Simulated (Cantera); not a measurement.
Feed: 1 mol toluene, 1.8 mol CO2, 20 mol H2, at 75.0 Torr.

Method: chemical equilibrium by Gibbs-energy minimisation in Cantera with the NASA 1993 tables (ideal gas, pure condensed phases). Candidate condensed phases: C, C6H6, C7H8, C8H18, H2O; 110 gas species. Equilibrium is a limit: real reactors are often held back by kinetics, nucleation or transport.

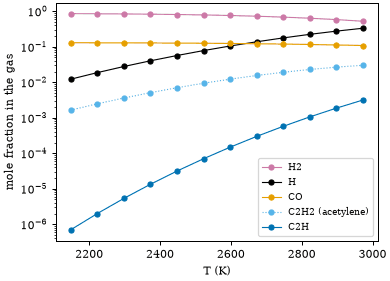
Fig. 1. Equilibrium gas composition (values under 1e-9 drawn at 1e-9)

From 2148 K to 2973 K the condensed part is C(graphite). The main C-bearing gas is CO throughout. The share of C in condensed phases is highest at 2148 K (58.0 %) and lowest at 2973 K (29.7 %).
